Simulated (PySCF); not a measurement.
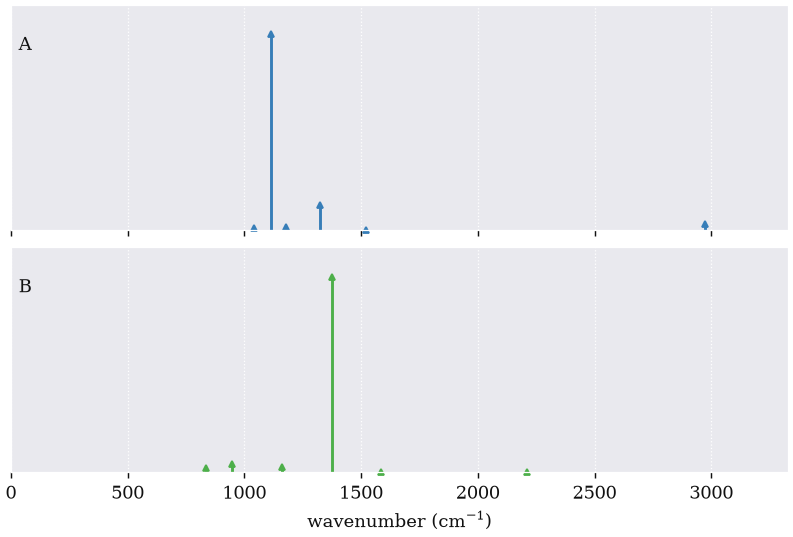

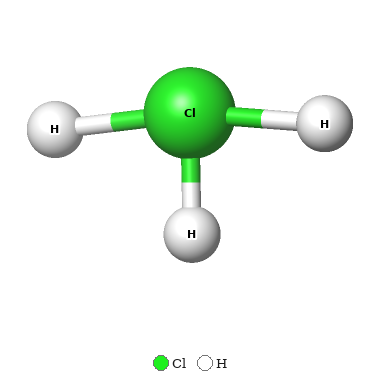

Harmonic infrared lines of ClH₃ and IH₃, all C2v singlets, each the lowest point that its search found (ClH₃ is drawn); the central atom changes down one group of the periodic table. PBE0/def2-TZVP (core potentials past Kr), PySCF 2.14.0, unscaled, no spin-orbit coupling; each panel is scaled to its strongest line, degenerate modes are one line with their intensities summed, and dots on the axis are modes too weak to show or inactive.

Which panel belongs to which molecule?

Answer. A: ClH₃ (strongest line 1114.3 cm⁻¹); B: IH₃ (strongest line 1374.6 cm⁻¹).

How do the bond length and the stretches change along the series?

Answer. Mean bond length: ClH₃ 1.484, IH₃ 1.761 Å, rising down the group. Highest a1 mode: ClH₃ 2974, IH₃ 2210 cm⁻¹, falling down the group.
